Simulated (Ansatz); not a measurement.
# Work function of Cu(110): what the settings cost and change

How thick a slab and how much vacuum does the work function of Cu(110) need?

Calculated with Ansatz 0.2.0; plane-wave DFT, PBE, Ansatz PAW.

**Measured values to reproduce.**

For Cu (clean (110) face, a compiled value), “Anisotropic work function of elemental crystals” (2019, arxiv:1902.07811) quotes earlier work: work function (clean (110) face, a compiled value) 4.56 eV.

Report form: the programs' logs are mostly left out.

### Step 1. Starting point

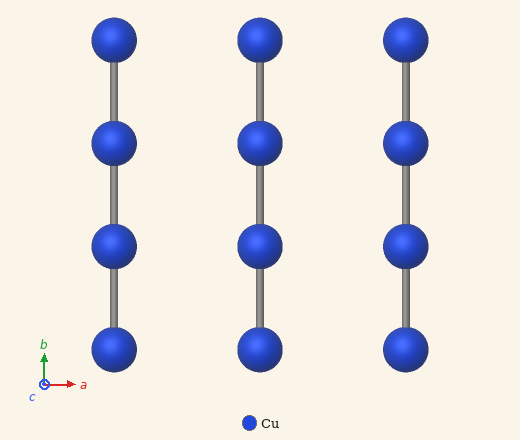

The cell as given, from above (copper blue). 3×4×1 cells are drawn.

The cell holds 1 atom: 1 Cu. Its edges and angles: a = 3.610 Å, b = 2.553 Å, c = 18.000 Å, α = 90.0°, β = 90.0°, γ = 90.0°. Vacuum lies along c.

### Step 2. Slab, setting 1 layer

A work function rests on the faint tail of the density, so the SCF threshold is tight. The slab grows from one layer, at fixed mesh and 18 Å of vacuum; then the vacuum is varied on one slab.

Input file input.yaml:

```yaml
crystal:
  lattice:
    - [3.61, 0.0, 0.0]
    - [0.0, 2.5526554801, 0.0]
    - [0.0, 0.0, 18.0]
  atoms:
    - { symbol: Cu, position: [0.5, 0.5, 0.5] }
kpoints:
  mp_grid: { grid: [11, 16, 1] }
hamiltonian:
  xc: pbe
scf:
  occupations: { method: fermi_dirac, width: 0.1 }
  convergence: { dr2_threshold: 1.0e-09 }
efield:
  axis: 3
  dipole_correction: true
  ramp_position: 0.97
  ramp_width: 0.06
output:
  write_potential: true
  write_density: true
  volumetric_format: npy
  elf: true
```

The run is started by

```sh
$ ansatz run input.yaml --threads 2 --pin off --max-ram 3072MiB --backend cpu --events-out ev --progress --plain --runs-dir out
```

Elapsed: 23 s, on 2 threads of Arm Neoverse N1, shared host; peak memory 0.47 GiB; 36 s of CPU time.

This step gave:

- energy at zero smearing: -6623.2424 eV
- work function, upper face: 5.084 eV

Running mean over 1.276 Å of the planar mean; the ramp of the sawtooth is left out. Table of electron's electrostatic potential energy less the Fermi level by z:

```csv
z (Å),electron's electrostatic potential energy less the Fermi level (eV)
3,5.08
4,5.08
5,5.08
6,5.07
7,4.86
8,1.68
9,-5.68
10,1.68
11,4.86
12,5.07
13,5.08
14,5.08
15,5.08
```

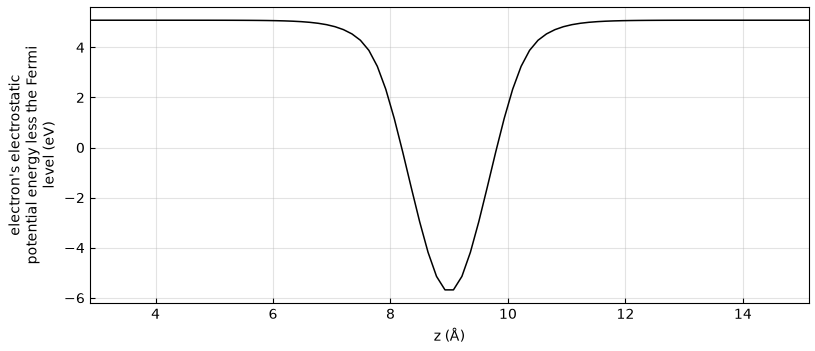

Electron's electrostatic potential energy less the Fermi level against z.

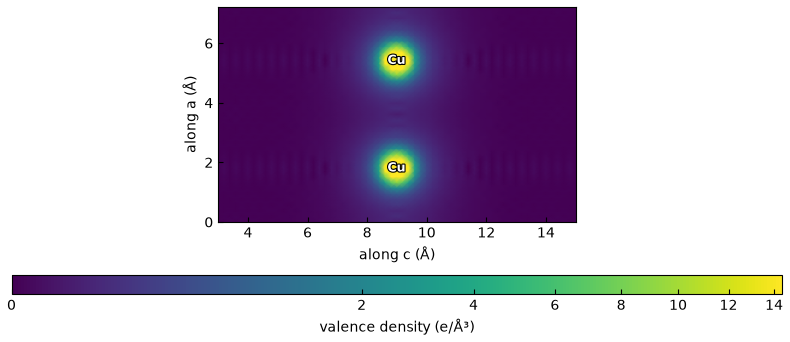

Valence density in the ca plane at fractional y = 0.500, with atoms of Cu within 0.2 Å of it. It is the smooth field of the valence electrons, not physical close to the nuclei. The colour scale is stretched toward low values. The far vacuum is left out of the map.

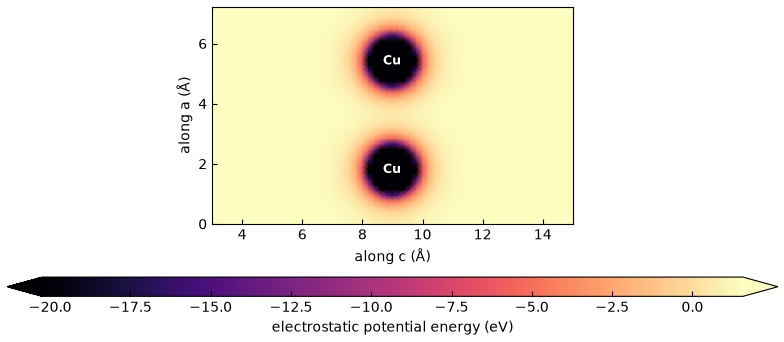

Electrostatic potential energy in the ca plane at fractional y = 0.500, with atoms of Cu within 0.2 Å of it. With pseudopotentials it is smooth inside the atoms' cores, unlike the true potential. The far vacuum is left out of the map.

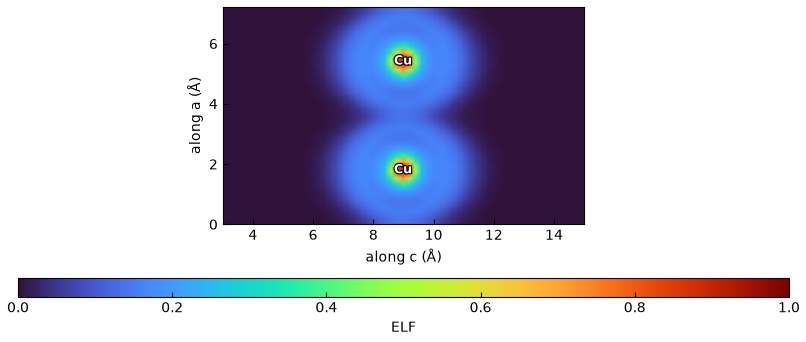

ELF in the ca plane at fractional y = 0.500, with atoms of Cu within 0.2 Å of it. It is the smooth field of the valence electrons, not physical close to the nuclei. The far vacuum is left out of the map.

The work function is 5.084 eV.

### Step 3. Slab, 2 atoms

System of this step: Cu(110). The cell holds 2 atoms: 2 Cu. Cell: a = 3.610 Å, b = 2.553 Å, c = 19.276 Å, α = 90.0°, β = 90.0°, γ = 90.0°. Vacuum lies along c.

input.yaml, the sections that differ from step 2:

```yaml
crystal:
  lattice:
    - [3.61, 0.0, 0.0]
    - [0.0, 2.5526554801, 0.0]
    - [0.0, 0.0, 19.27632774]
  atoms:
    - { symbol: Cu, position: [0.5, 0.5, 0.4668939085] }
    - { symbol: Cu, position: [0.0, 0.0, 0.5331060915] }
output:
  write_potential: true
  write_density: true
  volumetric_format: npy
# kpoints, hamiltonian, scf, efield: as in step 2
```

Wall time 38 s (2 threads); peak memory 0.49 GiB; 62 s of CPU time.

The work function is 4.402 eV, -0.682 eV from the run “1 layer”, at 1.7 times its CPU time.

### Step 4. Slab, 3 atoms

System of this step: Cu(110). The cell holds 3 atoms: 3 Cu. Cell: a = 3.610 Å, b = 2.553 Å, c = 20.553 Å, α = 90.0°, β = 90.0°, γ = 90.0°. Vacuum lies along c.

input.yaml, the sections that differ from step 3:

```yaml
crystal:
  lattice:
    - [3.61, 0.0, 0.0]
    - [0.0, 2.5526554801, 0.0]
    - [0.0, 0.0, 20.5526554801]
  atoms:
    - { symbol: Cu, position: [0.0, 0.0, 0.4378996188] }
    - { symbol: Cu, position: [0.5, 0.5, 0.5] }
    - { symbol: Cu, position: [0.0, 0.0, 0.5621003812] }
# kpoints, hamiltonian, scf, efield, output: as in step 3
```

It took 65 s on 2 threads; peak memory 0.6 GiB; 1.8 min of CPU time.

The work function is 4.415 eV, +0.013 eV from the run “2 layers”, at 1.8 times its CPU time.

### Step 5. Run, 4 atoms

System of this step: Cu(110). The cell holds 4 atoms: 4 Cu. Its edges and angles: a = 3.610 Å, b = 2.553 Å, c = 21.829 Å, α = 90.0°, β = 90.0°, γ = 90.0°. Vacuum lies along c.

input.yaml, the sections that differ from step 4:

```yaml
crystal:
  lattice:
    - [3.61, 0.0, 0.0]
    - [0.0, 2.5526554801, 0.0]
    - [0.0, 0.0, 21.8289832201]
  atoms:
    - { symbol: Cu, position: [0.5, 0.5, 0.412295887] }
    - { symbol: Cu, position: [0.0, 0.0, 0.4707652957] }
    - { symbol: Cu, position: [0.5, 0.5, 0.5292347043] }
    - { symbol: Cu, position: [0.0, 0.0, 0.587704113] }
# kpoints, hamiltonian, scf, efield, output: as in step 4
```

Elapsed: 83 s, on 2 threads; peak memory 0.72 GiB; 2.4 min of CPU time.

The work function is 4.414 eV, -0.000 eV from the run “3 layers”, at 1.3 times its CPU time.

### Step 6. Slab, 5 atoms

System of this step: Cu(110). The cell holds 5 atoms: 5 Cu. Cell: a = 3.610 Å, b = 2.553 Å, c = 23.105 Å, α = 90.0°, β = 90.0°, γ = 90.0°. Vacuum lies along c.

input.yaml, the sections that differ from step 5:

```yaml
crystal:
  lattice:
    - [3.61, 0.0, 0.0]
    - [0.0, 2.5526554801, 0.0]
    - [0.0, 0.0, 23.1053109602]
  atoms:
    - { symbol: Cu, position: [0.0, 0.0, 0.3895208342] }
    - { symbol: Cu, position: [0.5, 0.5, 0.4447604171] }
    - { symbol: Cu, position: [0.0, 0.0, 0.5] }
    - { symbol: Cu, position: [0.5, 0.5, 0.5552395829] }
    - { symbol: Cu, position: [0.0, 0.0, 0.6104791658] }
# kpoints, hamiltonian, scf, efield, output: as in step 5
```

Elapsed: 1.8 min, on 2 threads; peak memory 0.86 GiB.

The work function is 4.339 eV, -0.076 eV from the run “4 layers”, at 1.2 times its CPU time.

### Step 7. Run, 6 atoms

System of this step: Cu(110). The cell holds 6 atoms: 6 Cu. Cell: a = 3.610 Å, b = 2.553 Å, c = 24.382 Å, α = 90.0°, β = 90.0°, γ = 90.0°. Vacuum lies along c.

input.yaml, the sections that differ from step 6:

```yaml
crystal:
  lattice:
    - [3.61, 0.0, 0.0]
    - [0.0, 2.5526554801, 0.0]
    - [0.0, 0.0, 24.3816387002]
  atoms:
    - { symbol: Cu, position: [0.5, 0.5, 0.3691302341] }
    - { symbol: Cu, position: [0.0, 0.0, 0.4214781404] }
    - { symbol: Cu, position: [0.5, 0.5, 0.4738260468] }
    - { symbol: Cu, position: [0.0, 0.0, 0.5261739532] }
    - { symbol: Cu, position: [0.5, 0.5, 0.5785218596] }
    - { symbol: Cu, position: [0.0, 0.0, 0.6308697659] }
# kpoints, hamiltonian, scf, efield, output: as in step 6
```

The job ended after 2.5 min (2 threads; peak memory 1 GiB).

The work function is 4.422 eV, +0.083 eV from the run “5 layers”, at 1.5 times its CPU time.

### Step 8. Run, 8 atoms

System of this step: Cu(110). The cell holds 8 atoms: 8 Cu. Cell: a = 3.610 Å, b = 2.553 Å, c = 26.934 Å, α = 90.0°, β = 90.0°, γ = 90.0°. Vacuum lies along c.

input.yaml, the sections that differ from step 7:

```yaml
crystal:
  lattice:
    - [3.61, 0.0, 0.0]
    - [0.0, 2.5526554801, 0.0]
    - [0.0, 0.0, 26.9342941803]
  atoms:
    - { symbol: Cu, position: [0.5, 0.5, 0.3341464952] }
    - { symbol: Cu, position: [0.0, 0.0, 0.3815332108] }
    - { symbol: Cu, position: [0.5, 0.5, 0.4289199265] }
    - { symbol: Cu, position: [0.0, 0.0, 0.4763066422] }
    - { symbol: Cu, position: [0.5, 0.5, 0.5236933578] }
    - { symbol: Cu, position: [0.0, 0.0, 0.5710800735] }
    - { symbol: Cu, position: [0.5, 0.5, 0.6184667892] }
    - { symbol: Cu, position: [0.0, 0.0, 0.6658535048] }
# kpoints, hamiltonian, scf, efield, output: as in step 7
```

Run time: 3.9 min. Hardware: 2 threads; peak memory 1.4 GiB; 7.3 min of CPU time.

The work function is 4.425 eV, +0.003 eV from the run “6 layers”, at 1.6 times its CPU time.

### Step 9. Slab, 10 atoms

System of this step: Cu(110). The cell holds 10 atoms: 10 Cu. Cell: a = 3.610 Å, b = 2.553 Å, c = 29.487 Å, α = 90.0°, β = 90.0°, γ = 90.0°. Vacuum lies along c.

input.yaml, the sections that differ from step 8:

```yaml
crystal:
  lattice:
    - [3.61, 0.0, 0.0]
    - [0.0, 2.5526554801, 0.0]
    - [0.0, 0.0, 29.4869496604]
  atoms:
    - { symbol: Cu, position: [0.5, 0.5, 0.3052197702] }
    - { symbol: Cu, position: [0.0, 0.0, 0.3485042657] }
    - { symbol: Cu, position: [0.5, 0.5, 0.3917887612] }
    - { symbol: Cu, position: [0.0, 0.0, 0.4350732567] }
    - { symbol: Cu, position: [0.5, 0.5, 0.4783577522] }
    - { symbol: Cu, position: [0.0, 0.0, 0.5216422478] }
    - { symbol: Cu, position: [0.5, 0.5, 0.5649267433] }
    - { symbol: Cu, position: [0.0, 0.0, 0.6082112388] }
    - { symbol: Cu, position: [0.5, 0.5, 0.6514957343] }
    - { symbol: Cu, position: [0.0, 0.0, 0.6947802298] }
# kpoints, hamiltonian, scf, efield, output: as in step 8
```

Elapsed: 5.8 min, on 2 threads; peak memory 1.8 GiB.

The work function is 4.414 eV, -0.011 eV from the run “8 layers”, at 1.5 times its CPU time.

### Step 10. Slab, 13 atoms

System of this step: Cu(110). The cell holds 13 atoms: 13 Cu. Cell: a = 3.610 Å, b = 2.553 Å, c = 33.316 Å, α = 90.0°, β = 90.0°, γ = 90.0°. Vacuum lies along c.

input.yaml, the sections that differ from step 9:

```yaml
crystal:
  lattice:
    - [3.61, 0.0, 0.0]
    - [0.0, 2.5526554801, 0.0]
    - [0.0, 0.0, 33.3159328805]
  atoms:
    - { symbol: Cu, position: [0.0, 0.0, 0.2701410173] }
    - { symbol: Cu, position: [0.5, 0.5, 0.3084508477] }
    - { symbol: Cu, position: [0.0, 0.0, 0.3467606782] }
    - { symbol: Cu, position: [0.5, 0.5, 0.3850705086] }
    - { symbol: Cu, position: [0.0, 0.0, 0.4233803391] }
    - { symbol: Cu, position: [0.5, 0.5, 0.4616901695] }
    - { symbol: Cu, position: [0.0, 0.0, 0.5] }
    - { symbol: Cu, position: [0.5, 0.5, 0.5383098305] }
    - { symbol: Cu, position: [0.0, 0.0, 0.5766196609] }
    - { symbol: Cu, position: [0.5, 0.5, 0.6149294914] }
    - { symbol: Cu, position: [0.0, 0.0, 0.6532393218] }
    - { symbol: Cu, position: [0.5, 0.5, 0.6915491523] }
    - { symbol: Cu, position: [0.0, 0.0, 0.7298589827] }
# kpoints, hamiltonian, scf, efield, output: as in step 9
```

Run time: 9.9 min. Hardware: 2 threads; peak memory 2.5 GiB; 18 min of CPU time.

The work function is 4.325 eV, -0.089 eV from the run “10 layers”, at 1.7 times its CPU time.

### Step 11. Slab, 7 atoms

System of this step: Cu(110). The cell holds 7 atoms: 7 Cu. Cell: a = 3.610 Å, b = 2.553 Å, c = 17.658 Å, α = 90.0°, β = 90.0°, γ = 90.0°. Vacuum lies along c.

input.yaml, the sections that differ from step 10:

```yaml
crystal:
  lattice:
    - [3.61, 0.0, 0.0]
    - [0.0, 2.5526554801, 0.0]
    - [0.0, 0.0, 17.6579664403]
  atoms:
    - { symbol: Cu, position: [0.0, 0.0, 0.2831583137] }
    - { symbol: Cu, position: [0.5, 0.5, 0.3554388758] }
    - { symbol: Cu, position: [0.0, 0.0, 0.4277194379] }
    - { symbol: Cu, position: [0.5, 0.5, 0.5] }
    - { symbol: Cu, position: [0.0, 0.0, 0.5722805621] }
    - { symbol: Cu, position: [0.5, 0.5, 0.6445611242] }
    - { symbol: Cu, position: [0.0, 0.0, 0.7168416863] }
# kpoints, hamiltonian, scf, efield, output: as in step 10
```

It took 2.2 min on 2 threads; peak memory 0.9 GiB; 4.3 min of CPU time.

The work function is 4.311 eV. The program marks this work function as in doubt.

### Step 12. Run, 7 atoms

The cell differs from the one that the last finished run ended in (c 17.658 → 21.658 Å).

input.yaml, the sections that differ from step 11:

```yaml
crystal:
  lattice:
    - [3.61, 0.0, 0.0]
    - [0.0, 2.5526554801, 0.0]
    - [0.0, 0.0, 21.6579664403]
  atoms:
    - { symbol: Cu, position: [0.0, 0.0, 0.3232067064] }
    - { symbol: Cu, position: [0.5, 0.5, 0.3821378043] }
    - { symbol: Cu, position: [0.0, 0.0, 0.4410689021] }
    - { symbol: Cu, position: [0.5, 0.5, 0.5] }
    - { symbol: Cu, position: [0.0, 0.0, 0.5589310979] }
    - { symbol: Cu, position: [0.5, 0.5, 0.6178621957] }
    - { symbol: Cu, position: [0.0, 0.0, 0.6767932936] }
# kpoints, hamiltonian, scf, efield, output: as in step 11
```

The job ended after 2.3 min (2 threads; peak memory 1 GiB; 4.4 min of CPU time).

The work function is 4.317 eV, +0.006 eV from the run “7 layers, 10 Å of vacuum”, at 1.0 times its CPU time.

### Step 13. Slab, 7 atoms (run 2)

The cell differs from the one that the last finished run ended in (c 21.658 → 33.658 Å).

input.yaml, the sections that differ from step 12:

```yaml
crystal:
  lattice:
    - [3.61, 0.0, 0.0]
    - [0.0, 2.5526554801, 0.0]
    - [0.0, 0.0, 33.6579664403]
  atoms:
    - { symbol: Cu, position: [0.0, 0.0, 0.3862384266] }
    - { symbol: Cu, position: [0.5, 0.5, 0.4241589511] }
    - { symbol: Cu, position: [0.0, 0.0, 0.4620794755] }
    - { symbol: Cu, position: [0.5, 0.5, 0.5] }
    - { symbol: Cu, position: [0.0, 0.0, 0.5379205245] }
    - { symbol: Cu, position: [0.5, 0.5, 0.5758410489] }
    - { symbol: Cu, position: [0.0, 0.0, 0.6137615734] }
# kpoints, hamiltonian, scf, efield, output: as in step 12
```

Elapsed: 3.7 min, on 2 threads; peak memory 1.5 GiB; 7.2 min of CPU time.

The work function is 4.317 eV, +0.000 eV from the run “7 layers, 14 Å of vacuum”, at 1.6 times its CPU time.

### Step 14. Side by side

Times are for 2 threads of Arm Neoverse N1, shared host. The runs compared:

```csv
no.,setting,"work function, upper face (eV)",time,memory (GiB)
1,1 layer,5.084,23 s,0.47
2,2 layers,4.402,38 s,0.49
3,3 layers,4.415,65 s,0.6
4,4 layers,4.414,83 s,0.72
5,5 layers,4.339,1.8 min,0.86
6,6 layers,4.422,2.5 min,1.0
7,8 layers,4.425,3.9 min,1.4
8,10 layers,4.414,5.8 min,1.8
9,13 layers,4.325,9.9 min,2.5
10,"7 layers, 10 Å of vacuum",4.311,2.2 min,0.9
11,"7 layers, 14 Å of vacuum",4.317,2.3 min,1.0
12,"7 layers, 26 Å of vacuum",4.317,3.7 min,1.5
```

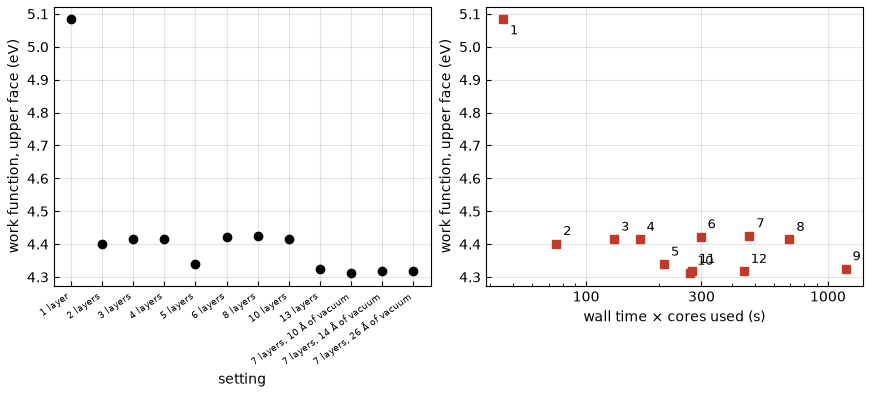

The series as plots; the last panel sets the first result against cost, with the runs numbered as in the table.

### Step 15. A changed input

This step: plane-wave DFT, PBE, Ansatz PAW, but for the change named below (Ansatz 0.2.0).

System of this step: Cu(110) monolayer. The cell holds 1 atom: 1 Cu. Cell: a = 3.610 Å, b = 2.553 Å, c = 18.000 Å, α = 90.0°, β = 90.0°, γ = 90.0°. Vacuum lies along c.

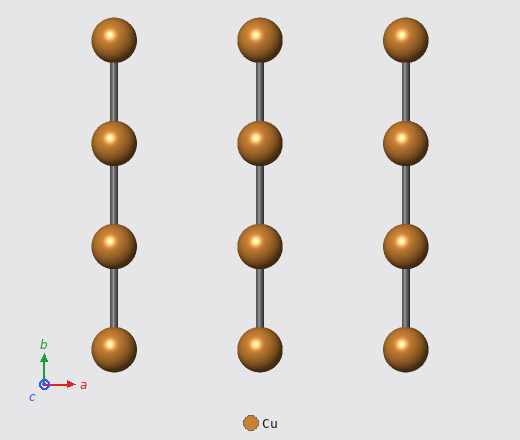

The cell of this step (copper orange). 3×4×1 cells are drawn.

An input spoilt on purpose, to show how the run answers: it repeats the earlier run “1 layer” with hamiltonian.hubbard to sites: [species: Cu, l: d, u_eff: -5.0], and scf.max_iter set to 80; its output block differs too.

input.yaml, the sections that differ from step 13:

```yaml
crystal:
  lattice:
    - [3.61, 0.0, 0.0]
    - [0.0, 2.5526554801, 0.0]
    - [0.0, 0.0, 18.0]
  atoms:
    - { symbol: Cu, position: [0.5, 0.5, 0.5] }
hamiltonian:
  xc: pbe
  hubbard: { sites: [{ species: Cu, l: d, u_eff: -5.0 }] }
scf:
  occupations: { method: fermi_dirac, width: 0.1 }
  convergence: { dr2_threshold: 1.0e-09 }
  max_iter: 80
# kpoints, efield, output: as in step 13
```

It took 35 s on 2 threads; peak memory 0.48 GiB; 69 s of CPU time.

```csv
quantity,this run,earlier run,difference
"work function, upper face (eV)",4.419,5.084,-0.67
```

It moves by -0.665 eV.

The fault (an enormous or negative U) shows in the results, which are not taken further.

### Step 16. Results

| Property | Result |
| --- | --- |
| work function, 1 layer | 5.084 eV |
| work function, 6 layers | 4.422 eV |
| work function, 13 layers | 4.325 eV |
| work function, 7 layers, 10 Å of vacuum | 4.311 eV |

The thickest slab gives 4.33 eV, and the settings tried spread the value from 4.31 to 5.08 eV. The 13- and 10-layer slabs differ by 0.05 eV or more, so the series is not shown to have settled. Beyond two layers the value swings up and down with thickness, as is usual where quantum-well states cross the Fermi level; the levels were not examined here. Going from 10 to 26 Å of vacuum moves it by 0.006 eV. The program marks the value as in doubt in “7 layers, 10 Å of vacuum”. The ladder's slabs use the tabulated experimental lattice constant (two decimals; a low-temperature value for the alkali metals). In 1 run of the series (7 layers, 10 Å of vacuum) the program warns that electrons reach the sawtooth's ramp, which makes dipole and work function less sure.

Computed beside measured:

| quantity | measured | 13 layers |
| --- | --- | --- |
| work function (clean (110) face, a compiled value) (eV) | 4.56 | 4.33 (-0.23 eV) |

Measured values from arxiv:1902.07811 (2019).

How well it matches: The work function is off by -0.23 eV: fair agreement. The grades are ours: good and fair within 3 and 7 % for the work function. No cell relaxation is part of this session.

[Logs are printed without paths, hosts, clocks, repeated set-up lines and the standing remarks that a program may print on its own settings, such as how far it seeks lower states.]

[Hosts, paths, dates, database ids (printed as entryN), source tags and the programs' standing remarks are cut or masked in the printed files.]

[Maps of the electrostatic potential energy from Ansatz leave out the sawtooth potential of an applied field or a dipole correction, so their vacuum need not be flat; planar profiles and work functions include it.]
